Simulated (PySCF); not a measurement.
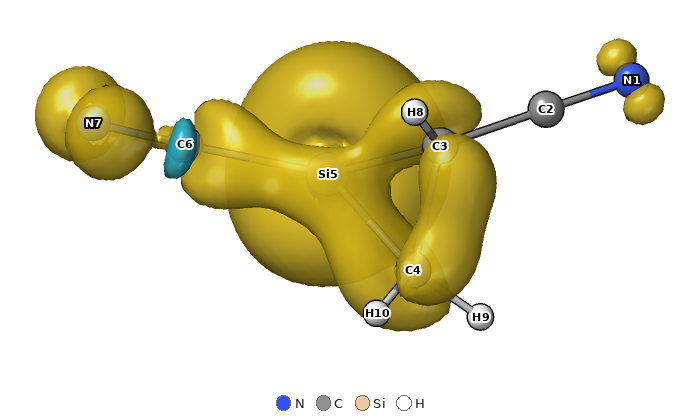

*C4H3N2Si (doublet). Isosurfaces of the spin density (α minus β) at +0.015 (yellow) and −0.015 e/Å³ (cyan), seen across its widest extent.*

Geometry: GFN2-xTB.

These are results of UKS B3LYP, pcH-1 on C H N Si, non-relativistic, mean-field spin-orbit, GIAO in PySCF, not measurements.

| atom | x (Å) | y (Å) | z (Å) |
| --- | --- | --- | --- |
| N | -1.4350 | 2.7350 | 0.7038 |
| C | -0.7762 | 1.8736 | 0.3279 |
| C | 0.0055 | 0.7839 | -0.0947 |
| C | -0.7557 | -0.4118 | -0.7393 |
| Si | 0.0142 | -0.8510 | 0.9207 |
| C | 1.6216 | -1.7680 | 0.8906 |
| N | 2.5691 | -2.3993 | 1.0394 |
| H | 0.9250 | 1.0864 | -0.5851 |
| H | -1.8253 | -0.2653 | -0.8189 |
| H | -0.3343 | -0.7789 | -1.6669 |

Which atoms carry the spin?

Answer. The unpaired spin (1 electron) lies mostly on Si5 (about 0.7) and C4 (about 0.1), in electrons by Hirshfeld's partition.
